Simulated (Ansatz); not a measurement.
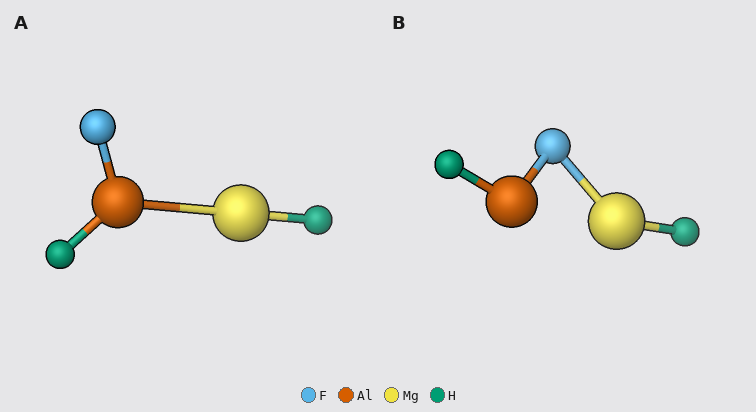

2 stationary structures of one formula. Geometries: PBE0-D4/def2-TZVP. Electronic energies: PBE0-D4/def2-TZVPP (Ansatz 0.2.0), without zero-point energy. No frequency run is at hand to confirm each as a minimum.

Rank them by energy, lowest first.

A is lowest (Cs); B lies 0.180 eV above it (Cs).
